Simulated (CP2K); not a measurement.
# GFN2-xTB run of CH7GeNS (SMILES C[NH][GeH2][SH])

What is the energy change on altering one bond length of CH7GeNS at GFN2-xTB? 

The calculation is run with CP2K 2026.2.

2 further runs of the same task are left out: 2 set aside as unsound or not needed.

## 1. Starting point

The species is CH7GeNS (11 atoms), meant as a singlet with charge 0. As SMILES, `C[NH][GeH2][SH]`. Geometry: a GFN2-xTB relaxation, a rough one for these elements and not checked as a minimum. This is one conformer, not always the lowest.

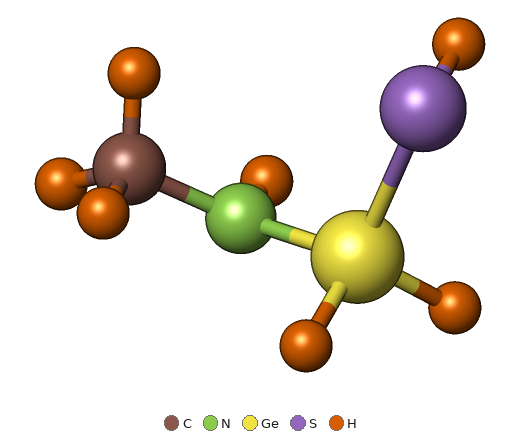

Viewed from a chosen angle; carbon brown, nitrogen green, germanium yellow, sulfur purple, hydrogen orange.

## 2. Energy and gradient at GFN2-xTB

molecule.pdb reads:

```
HETATM    1 C    MOL A   1      -0.401   1.498  -0.447  1.00  0.00           C
HETATM    2 N    MOL A   1      -0.388   0.517   0.625  1.00  0.00           N
HETATM    3 Ge   MOL A   1       0.753  -0.891   0.617  1.00  0.00          GE
HETATM    4 S    MOL A   1       0.593  -2.239  -1.151  1.00  0.00           S
HETATM    5 H    MOL A   1      -0.959   1.166  -1.330  1.00  0.00           H
HETATM    6 H    MOL A   1      -0.842   2.430  -0.088  1.00  0.00           H
HETATM    7 H    MOL A   1       0.628   1.694  -0.747  1.00  0.00           H
HETATM    8 H    MOL A   1      -1.326   0.334   0.956  1.00  0.00           H
HETATM    9 H    MOL A   1       0.474  -1.629   1.899  1.00  0.00           H
HETATM   10 H    MOL A   1       2.139  -0.319   0.573  1.00  0.00           H
HETATM   11 H    MOL A   1      -0.672  -2.561  -0.909  1.00  0.00           H
END
```

mol.inp reads:

```
&force_eval
  method Quickstep
  &dft
    &qs
      method XTB
      eps_default 1.0E-10
      &xtb
        gfn_type TBLITE
        &tblite
          method GFN2
        &end tblite
        check_atomic_charges F
      &end xtb
    &end qs
    &poisson
      periodic NONE
      poisson_solver ANALYTIC
    &end poisson
    &scf
      scf_guess ATOMIC
      eps_scf 1.0E-06
      max_scf 150
      added_mos 2
      &diagonalization
        algorithm STANDARD
      &end diagonalization
      &mixing
        method DIRECT_P_MIXING
        alpha 0.4
      &end mixing
      &smear ON
        method FERMI_DIRAC
        electronic_temperature [K] 300
      &end smear
    &end scf
    &print
      &moments
        periodic F
        reference COM
        max_moment 1
      &end moments
      &mo ON
        energies T
        occupation_numbers T
        ndigits 6
        &each
          qs_scf 0
        &end each
        add_last NUMERIC
      &end mo
      &hirshfeld OFF
      &end hirshfeld
    &end print
  &end dft
  &subsys
    &cell
      abc 15.5 17 15.2
      periodic NONE
    &end cell
    &topology
      coord_file_name molecule.pdb
      coord_file_format PDB
      conn_file_format OFF
      &center_coordinates
      &end center_coordinates
    &end topology
  &end subsys
  &print
    &forces ON
    &end forces
  &end print
&end force_eval

&global
  project mol
  run_type ENERGY_FORCE
  print_level MEDIUM
&end global
```

Command:

```bash
$ OMP_NUM_THREADS=1 cp2k.psmp -i mol.inp > mol.out 2>&1
```

Output:

```text
CP2K| version string:                                       CP2K version 2026.2
[...]
 GLOBAL| Method name                                                        CP2K
[...]
 GLOBAL| Run type                                                   ENERGY_FORCE
[...]
                             - Atoms:                                         11
[...]
                             - Spherical basis functions:                     33
[...]
 Number of electrons:                                                         26
[...]
  *** SCF run converged in    16 steps ***
[...]
  Fermi energy:                                                -0.22581249767039
[...]
 TB_DIPOLE| Moment [Debye]         -1.30483235       0.85388856       1.00600734
 TB_DIPOLE| Derivative [a.u.]       0.00000000       0.00000000       0.00000000
[...]
 ENERGY| Total FORCE_EVAL ( QS ) energy [hartree]            -13.824173250227256
 FORCES| Atomic forces [hartree/bohr]
 FORCES|   Atom     x               y               z               |f|
 FORCES|      1 -3.88078344E-04  2.42193822E-04  1.90004742E-04   4.95342761E-04
 FORCES|      2 -4.24119687E-04  2.03384239E-04 -7.47396528E-05   4.76265339E-04
 FORCES|      3  1.55059643E-04 -1.12292808E-04 -1.28812221E-04   2.30750419E-04
 FORCES|      4 -4.43408880E-05 -3.13912037E-05  1.68046345E-05   5.68675458E-05
 FORCES|      5  1.87309482E-04 -2.05854155E-05  1.94391651E-05   1.89437279E-04
 FORCES|      6  2.45231512E-04 -2.32224418E-04 -8.86093915E-05   3.49168010E-04
 FORCES|      7 -2.96660677E-05 -6.15211832E-05 -1.99017435E-05   7.11407826E-05
 FORCES|      8  2.16701556E-04  3.14344169E-06 -1.69174354E-05   2.17383636E-04
 FORCES|      9 -4.57514318E-05 -9.50351280E-05  1.55922858E-04   1.88246665E-04
 FORCES|     10  7.06819630E-05  4.44375411E-05 -4.47415467E-05   9.47229695E-05
 FORCES|     11  5.69722627E-05  5.98911124E-05 -8.44940900E-06   8.30913748E-05
 FORCES| Sum     2.37169225E-17 -1.41230885E-16  5.56771697E-17
 FORCES| Total atomic force                                       1.53650912E-16
[...]
```

It took 0.22 s on 1 thread of Arm Neoverse V2, shared host.

## 3. The distorted shape

molecule.pdb reads:

```
HETATM    1 C    MOL A   1       0.358   1.692  -0.592  1.00  0.00           C
HETATM    2 N    MOL A   1       0.371   0.711   0.480  1.00  0.00           N
HETATM    3 Ge   MOL A   1       1.512  -0.698   0.471  1.00  0.00          GE
HETATM    4 S    MOL A   1       1.352  -2.045  -1.297  1.00  0.00           S
HETATM    5 H    MOL A   1      -0.200   1.359  -1.475  1.00  0.00           H
HETATM    6 H    MOL A   1      -0.083   2.623  -0.234  1.00  0.00           H
HETATM    7 H    MOL A   1       1.387   1.887  -0.892  1.00  0.00           H
HETATM    8 H    MOL A   1      -0.567   0.527   0.811  1.00  0.00           H
HETATM    9 H    MOL A   1       1.232  -1.436   1.754  1.00  0.00           H
HETATM   10 H    MOL A   1       2.898  -0.126   0.428  1.00  0.00           H
HETATM   11 H    MOL A   1      -0.672  -2.561  -0.909  1.00  0.00           H
END
```

run.inp reads:

```
&GLOBAL
  PROJECT_NAME run
  RUN_TYPE ENERGY_FORCE
  PRINT_LEVEL MEDIUM
&END GLOBAL
&FORCE_EVAL
  METHOD QS
  &DFT
    CHARGE 0
    MULTIPLICITY 1
    ! Quickstep
    &QS
      METHOD XTB
      EPS_DEFAULT 1.0E-10
      &XTB
        GFN_TYPE TBLITE
        &TBLITE
          METHOD GFN2
        &END TBLITE
        CHECK_ATOMIC_CHARGES F
      &END XTB
    &END QS
    &POISSON
      PERIODIC NONE
      POISSON_SOLVER ANALYTIC
    &END POISSON
    &SCF
      SCF_GUESS ATOMIC
      EPS_SCF 1.0E-06
      MAX_SCF 150
      ADDED_MOS 2
      &DIAGONALIZATION
        ALGORITHM STANDARD
      &END DIAGONALIZATION
      &MIXING
        METHOD DIRECT_P_MIXING
        ALPHA 0.4
      &END MIXING
      &SMEAR ON
        METHOD FERMI_DIRAC
        ELECTRONIC_TEMPERATURE [K] 300
      &END SMEAR
    &END SCF
    ! extra output
    &PRINT
      &MOMENTS
        PERIODIC F
        REFERENCE COM
        MAX_MOMENT 1
      &END MOMENTS
      &MO ON
        ENERGIES T
        OCCUPATION_NUMBERS T
        NDIGITS 6
        &EACH
          QS_SCF 0
        &END EACH
        ADD_LAST NUMERIC
      &END MO
      &HIRSHFELD OFF
      &END HIRSHFELD
    &END PRINT
  &END DFT
  &SUBSYS
    ! vacuum box
    &CELL
      ABC [angstrom] 15.6 17.2 15.2
      PERIODIC NONE
    &END CELL
    &TOPOLOGY
      COORD_FILE_NAME molecule.pdb
      COORD_FILE_FORMAT PDB
      CONN_FILE_FORMAT OFF
      &CENTER_COORDINATES
      &END CENTER_COORDINATES
    &END TOPOLOGY
  &END SUBSYS
  &PRINT
    &FORCES ON
    &END FORCES
  &END PRINT
&END FORCE_EVAL
```

Command:

```bash
$ OMP_NUM_THREADS=1 cp2k.psmp -i run.inp -o run.out
```

Output:

```text
CP2K| version string:                                       CP2K version 2026.2
[...]
 GLOBAL| Method name                                                        CP2K
[...]
 GLOBAL| Run type                                                   ENERGY_FORCE
[...]
                             - Atoms:                                         11
[...]
                             - Spherical basis functions:                     33
[...]
 Number of electrons:                                                         26
[...]
  *** SCF run converged in    19 steps ***
[...]
  Fermi energy:                                                -0.35151255385265
[...]
 TB_DIPOLE| Moment [Debye]         -0.73144693       0.71776018       0.67238817
 TB_DIPOLE| Derivative [a.u.]       0.00000000       0.00000000       0.00000000
[...]
 ENERGY| Total FORCE_EVAL ( QS ) energy [hartree]            -13.751756655789196
 FORCES| Atomic forces [hartree/bohr]
 FORCES|   Atom     x               y               z               |f|
 FORCES|      1 -6.07608831E-04 -1.04211341E-03  1.53443005E-04   1.21603191E-03
 FORCES|      2  3.96008409E-04  1.19227567E-03  9.26110396E-05   1.25973042E-03
 FORCES|      3 -5.67531083E-03 -5.89994195E-03 -4.13176218E-03   9.17005598E-03
 FORCES|      4 -4.83270452E-02 -9.93449327E-03  1.24807072E-02   5.08917037E-02
 FORCES|      5  3.05337855E-04 -5.85705538E-05  1.76822177E-04   3.57669956E-04
 FORCES|      6 -5.31479299E-06  5.61739486E-04  1.20118149E-04   5.74463111E-04
 FORCES|      7  1.52513193E-04  2.55712800E-04 -1.52510386E-04   3.34527619E-04
 FORCES|      8  7.50981459E-04 -4.53856996E-04 -5.13874076E-04   1.01687064E-03
 FORCES|      9  7.22634106E-04  3.45884462E-04 -1.13419426E-04   8.09135390E-04
 FORCES|     10  1.46710018E-03  8.78412813E-04  6.10817031E-05   1.71105903E-03
 FORCES|     11  5.08207044E-02  1.41549509E-02 -8.17321720E-03   5.33845306E-02
 FORCES| Sum    -6.24500451E-17 -3.98986399E-17  1.59594560E-16
 FORCES| Total atomic force                                       1.75961169E-16
[...]
```

It took 0.22 s on 1 thread of Arm Neoverse V2, shared host.

## 4. What came out

At GFN2-xTB:

| quantity | value |
| --- | --- |
| first shape: total energy | -13.82417 Eh |
| first shape: dipole moment (from atomic charges alone) | 1.86 D |
| first shape: HOMO energy | -10.19 eV |
| first shape: LUMO energy | -5.25 eV |
| first shape: HOMO–LUMO gap | 4.94 eV |
| first shape: largest force on an atom | 0.025 eV/Å |
| distorted shape: total energy | -13.75176 Eh |
| distorted shape: dipole moment (from atomic charges alone) | 1.23 D |
| distorted shape: HOMO energy | -10.09 eV |
| distorted shape: LUMO energy | -9.04 eV |
| distorted shape: HOMO–LUMO gap | 1.05 eV |
| distorted shape: largest force on an atom | 2.745 eV/Å |
| energy change with the S4–H11 bond stretched from 1.328 to 2.124 Å | 1.971 eV |

In words: One bond (distorted shape) is far stretched, which a spin-restricted single reference describes badly. With the S4–H11 bond stretched from 1.328 to 2.124 Å the energy rises by 1.97 eV (190 kJ/mol). A restricted reference can't describe the breaking bond well at this length. The dipole (first shape) comes from point charges on the atoms alone, without atomic dipoles, so it is partial. The dipole (distorted shape) comes from point charges on the atoms alone, without atomic dipoles, so it is partial.
